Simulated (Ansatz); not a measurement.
# Cl₃GaH₂Se: small, medium and large basis sets

How large a basis does Cl₃GaH₂Se need? Two functionals are run in growing sets.

Method: one geometry, several basis sets; program: Ansatz 0.2.0, Gaussian basis.

Levels to be run: PBE0-D4/def2-SVP; ωB97M-V/def2-SVP; PBE0-D4/def2-QZVPP; ωB97M-V/def2-QZVPP; the functionals' def2-TZVPP values are taken from earlier runs.

### 1 Structure used throughout

An earlier PBE0-D4 in a triple-zeta def2 set relaxation fixed the geometry.

SMILES `[Cl][Ga-]([Cl])([Cl])[SeH2+]`, 7 atoms, charge 0, spin multiplicity 1.

Atoms are counted from 1 here; the program's logs count them from 0.

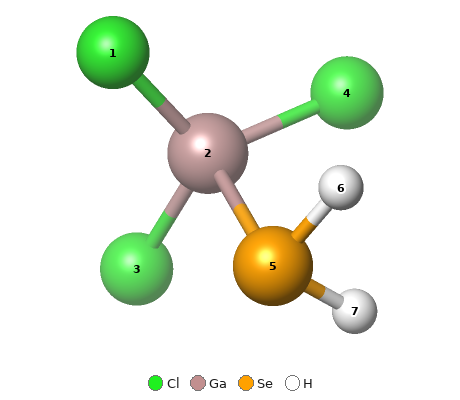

The structure; chlorine green, gallium pink, selenium orange, hydrogen white; atoms are numbered from 1 in the order of the file.

### 2 PBE0-D4 in def2-SVP

File in.yaml:

```yaml
crystal:
  periodic: [false, false, false]
  atoms:
    - {symbol: Cl, position_ang: [-0.700857, -1.180944, 2.251106]}
    - {symbol: Ga, position_ang: [0.034071, -1.025228, 0.239915]}
    - {symbol: Cl, position_ang: [2.033860, -1.696850, -0.158985]}
    - {symbol: Cl, position_ang: [-1.402924, -1.255044, -1.341564]}
    - {symbol: Se, position_ang: [0.464099, 1.573153, 0.169881]}
    - {symbol: H, position_ang: [-0.965236, 1.906868, 0.087668]}
    - {symbol: H, position_ang: [0.598186, 1.610042, -1.293620]}
basis:
  gaussian: {orbitals: def2-SVP}
hamiltonian: {xc: pbe0, dispersion: d4}
output: {orbitals: {seedname: orbitals}}
```

On the command line:

```bash
ansatz run in.yaml --threads 4 --pin off --events-out ev --progress --plain --max-ram 11315MiB
```

Standard output:

```text
Functional definition: PBE0
  name "PBE0"
  cite "Adamo & Barone, J. Chem. Phys. 110, 6158 (1999) doi:10.1063/1.478522"
  cite "Perdew, Burke & Ernzerhof, Phys. Rev. Lett. 77, 3865 (1996) doi:10.1103/PhysRevLett.77.3865"
  parent pbe
  parameter a = 0.25
  parameter kappa = 0.804
  parameter beta = 0.06672455060314922
  exchange = (1 - a)*pbe_x(kappa = kappa, mu = beta*pi^2/3) + a*exact_x
  correlation = pbe_c(beta = beta)
1204 factors; integrals over basis functions are off by at most 1.1e-3 eV
mean field evaluation 1: about -155278.4171 eV, gradient 2.7e1 eV
mean field evaluation 2: about -155277.7251 eV, gradient 3.5e1 eV
mean field evaluation 4: about -155279.8183 eV, gradient 4.4e-1 eV
mean field evaluation 8: about -155279.8792 eV, gradient 5.7e-2 eV
mean field evaluation 16: about -155279.8792 eV, gradient 3.1e-5 eV
mean field -155279.87921926 eV, -5706.4303088254 hartree, gradient 3.1e-5 eV, S^2 0.000000; 0 other end points of the search recorded, 0 dependent functions left out
reference -155279.87924683 eV, -5706.4303098384 hartree; 59, 59 occupied and 69, 69 virtual orbitals, 1204 factors
Total energy: -155280.14943104 eV, -5706.4402389250 hartree
```

Wall time 2 s (4 threads of AMD EPYC 7R43, shared host).

### 3 ωB97M-V in def2-SVP

in.yaml: that of step 2 with these lines changed.

```diff
@@ -12,3 +12,3 @@
   gaussian: {orbitals: def2-SVP}
-hamiltonian: {xc: pbe0, dispersion: d4}
+hamiltonian: {xc: {name: wB97M-V}}
 output: {orbitals: {seedname: orbitals}}
```

The command is unchanged.

Standard output, shortened:

```text
Functional definition: wB97M-V
  name "wB97M-V"
  cite "Mardirossian & Head-Gordon, J. Chem. Phys. 144, 214110 (2016) doi:10.1063/1.4952647"
  cite "Becke, J. Chem. Phys. 107, 8554 (1997) doi:10.1063/1.475007"
  cite "Vydrov & Van Voorhis, J. Chem. Phys. 133, 244103 (2010) doi:10.1063/1.3521275"
  # Of w^i u^j: cxij and so on, Table III.
[...]
  gx(w, u) = 1 - cx + cx01*u + cx10*w
  gss(w, u) = css00 + css04*u^4 + css10*w + css20*w^2 + css43*w^4*u^3
  gos(w, u) = cos00 + cos10*w + (cos20 + cos21*u)*w^2 + (cos60 + cos61*u)*w^6
[...]
      + integral(e_c_pw_mod_opposite_spin*gos(b97_w_opposite, b97_u_opposite)) + vv10(b, c)
1204 factors; integrals over basis functions are off by at most 1.1e-3 eV
270 factors; integrals over basis functions are off by at most 6.8e-6 eV
[...]
mean field -155298.69617892 eV, -5707.1218193381 hartree, gradient 1.6e-5 eV, S^2 0.000000; 0 other end points of the search recorded, 0 dependent functions left out
reference -155298.69622231 eV, -5707.1218209329 hartree; 59, 59 occupied and 69, 69 virtual orbitals, 1204 factors
Total energy: -155298.69622231 eV, -5707.1218209329 hartree
```

Wall time 7 s (4 threads of AMD EPYC 7R43, shared host); peak memory 0.53 GiB.

### 4 PBE0-D4 in def2-QZVPP

in.yaml: that of step 3 with these lines changed.

```diff
@@ -11,4 +11,4 @@
 basis:
-  gaussian: {orbitals: def2-SVP}
-hamiltonian: {xc: {name: wB97M-V}}
+  gaussian: {orbitals: "def2-QZVPP.json"}
+hamiltonian: {xc: pbe0, dispersion: d4}
 output: {orbitals: {seedname: orbitals}}
```

Same command.

Standard output:

```text
Functional definition: PBE0
  name "PBE0"
  cite "Adamo & Barone, J. Chem. Phys. 110, 6158 (1999) doi:10.1063/1.478522"
  cite "Perdew, Burke & Ernzerhof, Phys. Rev. Lett. 77, 3865 (1996) doi:10.1103/PhysRevLett.77.3865"
  parent pbe
  parameter a = 0.25
  parameter kappa = 0.804
  parameter beta = 0.06672455060314922
  exchange = (1 - a)*pbe_x(kappa = kappa, mu = beta*pi^2/3) + a*exact_x
  correlation = pbe_c(beta = beta)
2364 factors; their error is unknown
mean field evaluation 1: about -155309.1155 eV, gradient 3.2e1 eV
mean field evaluation 2: about -155308.6338 eV, gradient 4.4e1 eV
mean field evaluation 4: about -155310.7741 eV, gradient 1.3e0 eV
mean field evaluation 8: about -155310.7771 eV, gradient 2.2e-2 eV
mean field evaluation 16: about -155311.1670 eV, gradient 6.1e-5 eV
mean field -155311.16702281 eV, -5707.5801143981 hartree, gradient 6.1e-5 eV, S^2 0.000000; 0 other end points of the search recorded, 0 dependent functions left out
reference -155311.16705827 eV, -5707.5801157015 hartree; 59, 59 occupied and 389, 389 virtual orbitals, 2364 factors
Total energy: -155311.43724248 eV, -5707.5900447881 hartree
```

Wall time 15 s (4 threads of AMD EPYC 7R43, shared host); peak memory 2.9 GiB.

### 5 ωB97M-V in def2-QZVPP

in.yaml: that of step 4 with these lines changed.

```diff
@@ -12,3 +12,3 @@
   gaussian: {orbitals: "def2-QZVPP.json"}
-hamiltonian: {xc: pbe0, dispersion: d4}
+hamiltonian: {xc: {name: wB97M-V}}
 output: {orbitals: {seedname: orbitals}}
```

The command is unchanged.

Standard output, shortened:

```text
Functional definition: wB97M-V
  name "wB97M-V"
  cite "Mardirossian & Head-Gordon, J. Chem. Phys. 144, 214110 (2016) doi:10.1063/1.4952647"
  cite "Becke, J. Chem. Phys. 107, 8554 (1997) doi:10.1063/1.475007"
  cite "Vydrov & Van Voorhis, J. Chem. Phys. 133, 244103 (2010) doi:10.1063/1.3521275"
  # Of w^i u^j: cxij and so on, Table III.
[...]
  gx(w, u) = 1 - cx + cx01*u + cx10*w
  gss(w, u) = css00 + css04*u^4 + css10*w + css20*w^2 + css43*w^4*u^3
  gos(w, u) = cos00 + cos10*w + (cos20 + cos21*u)*w^2 + (cos60 + cos61*u)*w^6
[...]
      + integral(e_c_pw_mod_opposite_spin*gos(b97_w_opposite, b97_u_opposite)) + vv10(b, c)
2286 factors; their error is unknown
323 factors; integrals over basis functions are off by at most 4.1e-5 eV
[...]
mean field -155329.63456169 eV, -5708.2587839342 hartree, gradient 2.1e-5 eV, S^2 0.000000; 0 other end points of the search recorded, 0 dependent functions left out
reference -155329.63461784 eV, -5708.2587859979 hartree; 59, 59 occupied and 389, 389 virtual orbitals, 2286 factors
Total energy: -155329.63461784 eV, -5708.2587859979 hartree
```

Wall time 29 s (4 threads of AMD EPYC 7R43, shared host); peak memory 3.2 GiB.

### 6 Density functionals: the series

The def2-TZVPP values come from earlier runs at the same geometry.

```tsv
functional	basis	functions	energy (eV)	from the largest (eV)	HOMO (eV)	LUMO (eV)
PBE0-D4	def2-SVP	128	-155280.1494	31.288	-8.56	-1.22
PBE0-D4	def2-TZVPP	250	-155307.7921	3.645	-8.75	-1.36
PBE0-D4	def2-QZVPP	448	-155311.4372	0.000	-8.78	-1.41
ωB97M-V	def2-SVP	128	-155298.6962	30.938	-10.73	0.85
ωB97M-V	def2-TZVPP	250	-155326.1181	3.517	-10.88	0.63
ωB97M-V	def2-QZVPP	448	-155329.6346	0.000	-10.91	0.43
```

### 7 Summary of results

| quantity | value |
| --- | --- |
| PBE0-D4: double and triple zeta above quadruple | 31.29, 3.65 eV |
| ωB97M-V: double and triple zeta above quadruple | 30.94, 3.52 eV |

**Reading.** PBE0-D4 gains 27.64 eV from double to triple zeta, then 3.65 eV more. Total energies overstate the basis error of differences, where much of it tends to cancel.

For PBE0-D4 the largest set took about 8 times as long as the smallest (15 s against 2 s).
